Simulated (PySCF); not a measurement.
# C5H4FNSe, SMILES `N#CC1[Se]CC=C1F`: electronic structure

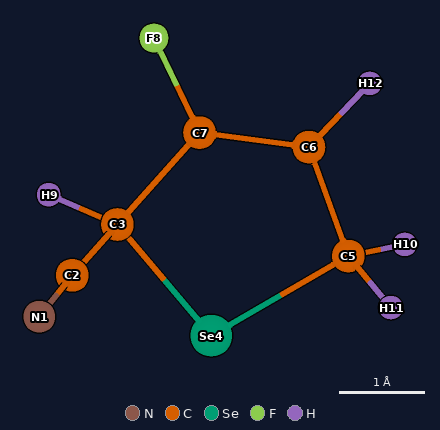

The molecule, with its atoms numbered as below. No frequency check shows the geometry to be a minimum.

Coordinates in Å:

```
N1      -1.6924   -2.2880    0.8773
C2      -1.2281   -1.4827    0.2126
C3      -0.6229   -0.4498   -0.5855
Se4      1.3424   -0.3522   -0.2269
C5       1.0349    1.3063    0.8176
C6      -0.3524    1.7397    0.5034
C7      -1.1224    0.9075   -0.1744
F8      -2.3894    1.1858   -0.5168
H9      -0.7906   -0.6534   -1.6488
H10      1.7772    2.0473    0.5158
H11      1.1617    1.0925    1.8821
H12     -0.6945    2.7069    0.8338
```

Part 1: Bonding charge

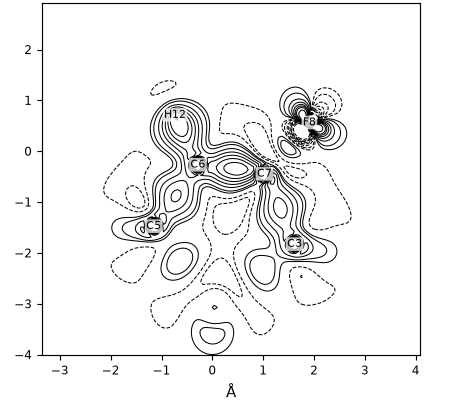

Deformation density (molecule less spherical, spin-averaged free atoms) in the plane of C3, C5, C6, C7, F8 and H12; contours at ±0.05 to ±0.8 e/Å³; solid lines: gain, dashed lines: loss.

Computed with PySCF, LDA (SVWN)/cc-pVDZ, geometry: GFN2-xTB.

**Describe the bonding that the map shows.**

C6–H12: +0.67 e/Å³ at the bond critical point (bond length 1.08 Å, Mayer order 0.9). C6–C7: +0.66 e/Å³ at the bond critical point (bond length 1.32 Å, Mayer order 1.8). C3–C7: +0.45 e/Å³ at the bond critical point (bond length 1.50 Å, Mayer order 1.0). C5–C6: +0.42 e/Å³ at the bond critical point (bond length 1.49 Å, Mayer order 1.1). C7–F8: −0.05 e/Å³ at the bond critical point (bond length 1.34 Å, Mayer order 1.2); up to 0.6 Å beside the axis the gain reaches +0.16 e/Å³. In all, 2.7 electrons gather in the regions of gain relative to the promolecule. A small or negative value marks a very polar bond, one between electron-rich atoms, whose free-atom densities already overlap strongly, a long bond to a heavier atom, or a closed-shell contact such as a hydrogen bond.

Part 2: Bond critical points

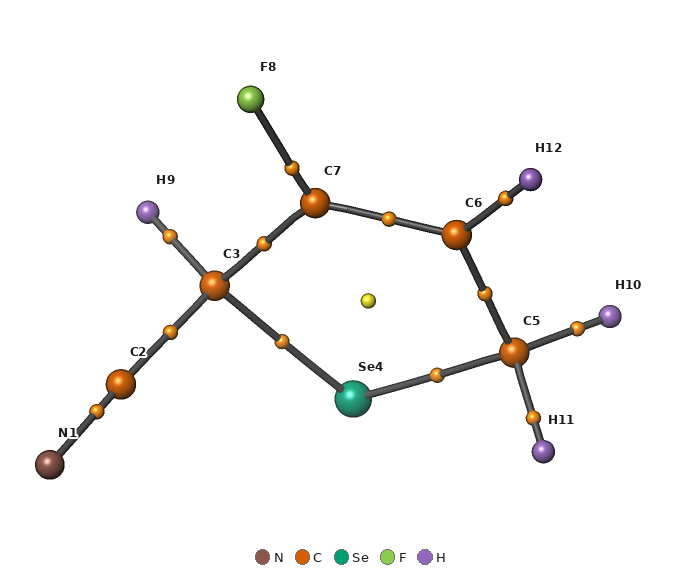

Molecular graph of the electron density (QTAIM): bond paths, bond critical points (orange), ring points (yellow, if any); weak paths are dashed.

**How many critical points of each kind are there, and does the count close?**

12 nuclei, 12 bond, 1 ring and 0 cage critical points: 12 − 12 + 1 − 0 = 1, as the Poincaré–Hopf relation requires.

**Give the properties at the bond critical points.**

| bond | length (Å) | ρ (a.u.) | ∇²ρ (a.u.) | ε | H (a.u.) |
| --- | --- | --- | --- | --- | --- |
| N1–C2 | 1.143 | 0.473 | +0.71 | 0.01 | −0.866 |
| C6–C7 | 1.321 | 0.343 | −0.87 | 0.44 | −0.367 |
| C6–H12 | 1.078 | 0.274 | −1.05 | 0.02 | −0.300 |
| C2–C3 | 1.439 | 0.270 | −0.61 | 0.01 | −0.233 |
| C5–H10 | 1.091 | 0.270 | −1.00 | 0.00 | −0.289 |
| C5–H11 | 1.093 | 0.269 | −1.00 | 0.00 | −0.288 |
| C3–H9 | 1.096 | 0.269 | −1.02 | 0.01 | −0.289 |
| C7–F8 | 1.342 | 0.257 | −0.03 | 0.02 | −0.360 |
| C5–C6 | 1.487 | 0.253 | −0.52 | 0.03 | −0.201 |
| C3–C7 | 1.504 | 0.251 | −0.52 | 0.06 | −0.197 |
| Se4–C5 | 1.984 | 0.139 | −0.13 | 0.12 | −0.084 |
| C3–Se4 | 2.000 | 0.133 | −0.10 | 0.12 | −0.078 |

**What kind of interaction is C3–C7?**

Shared-shell (covalent): ρ = 0.251, ∇²ρ = −0.52, H = −0.197 a.u.

Part 3: Electrostatic potential

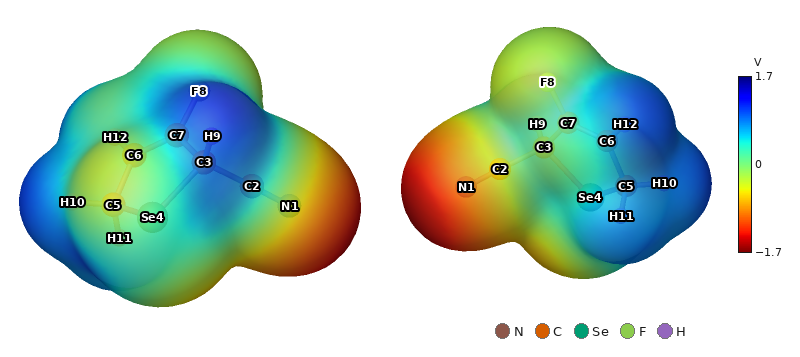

Electrostatic potential on the surface of electron density 0.001 a.u. (back view left, front view right).

**Where are the extremes of the potential on the surface?**

Highest: 1.19 V, 1.3 Å from H9. Further maxima include 1.02 V, off the Se4–C5 bond (2.1 to 2.2 Å from its atoms); 0.90 V, 1.4 Å from H11. Lowest: −1.60 V, 1.8 Å from N1. Further minima include −0.39 V, 2.4 Å from Se4; −0.36 V, 1.6 Å from F8. The surface is sampled at points, so like sites can differ by a few per cent and only the strongest of them is named.

Part 4: Excited states

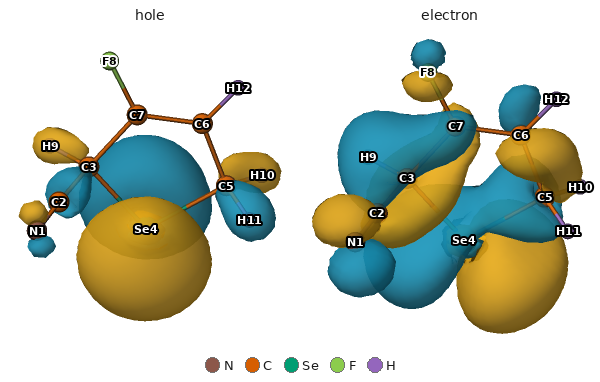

Leading natural transition orbital pair of S₁ (full linear response singlet states); the surfaces enclose about 85 % of each orbital's density.

PySCF calculation, PBE0/def2-SVP, gas phase; geometry: GFN2-xTB. Without diffuse functions Rydberg states are missing, so the states' numbers hold for this basis only.

**Where does the state lie, and where do hole and electron sit?**

4.13 eV (300 nm), f = 0.001 (very weak); the leading pair carries 100 %; hole on Se4 (83 %), electron on Se4 (52 %), C3 (16 %) and C5 (7 %); their centroids lie 0.6 Å apart. In canonical orbitals it is mainly HOMO → LUMO (98 %). The HOMO–LUMO gap is 5.74 eV.

Part 5: In an electric field

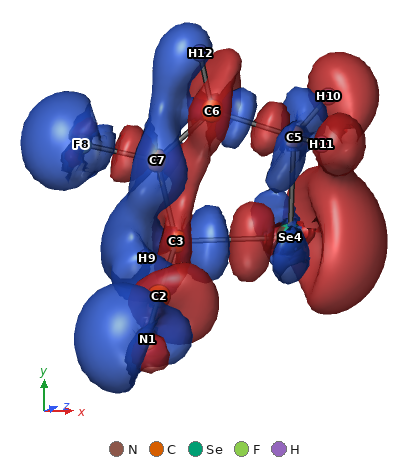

Change of the electron density in a uniform field of 0.21 V/Å, surfaces at ±0.0015 e/Å³ (blue: gain, red: loss).

Method: B3LYP/def2-SVP; geometry: GFN2-xTB; program: PySCF. A basis without diffuse functions makes polarisabilities too small.

**Along which Cartesian direction does the field point?**

Along +x: electrons gather on the −x side, against the field.

**How large is the response?**

The induced dipole is 0.80 D (along the field); α along this axis, from the fields in both directions, is 78 bohr³ (11.6 Å³).

**Which atoms gain and lose the most charge?**

Electrons gather most on N1 (Hirshfeld charge changes by −0.012 e) and leave Se4 most (+0.025 e); 0.068 electrons are displaced in all.

Part 6: Magnetic shielding

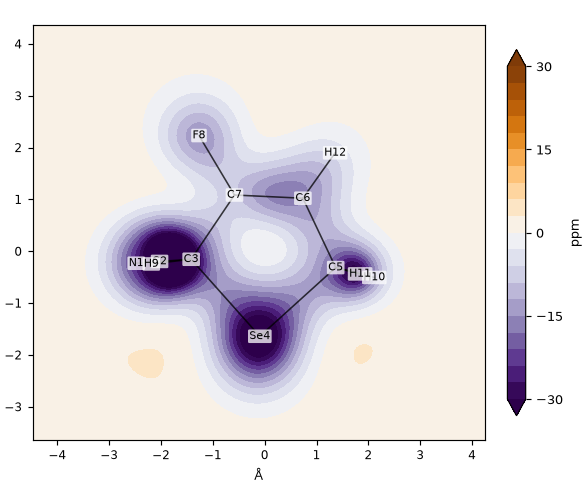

NICSzz (the component normal to the ring) 1.0 Å above the plane of the 5-membered ring C3/Se4/C5/C6/C7; GIAO shieldings; atoms are projected onto the map; negative values mean shielding.

PySCF calculation, HF/def2-SVP, gas phase; geometry: GFN2-xTB.

**Is the ring aromatic by this magnetic criterion?**

It is neither clearly shielded nor deshielded above its centre; an sp³ atom breaks the ring's conjugation, so the values mix its σ bonds and separate π bonds and show no closed π ring current: NICS(0) = −8.6, NICS(1) = −3.4 and −4.8, NICS(1)zz = −0.4 and −2.0 (two faces) ppm.

**What absolute proton shieldings does the same calculation give?**

From 26.7 ppm (H12) to 29.3 ppm (H10).

The PySCF runs shown took 64 s, 19 min, 110 s and 97 s on 1 thread of AMD EPYC (Zen 3), with other jobs on the host.
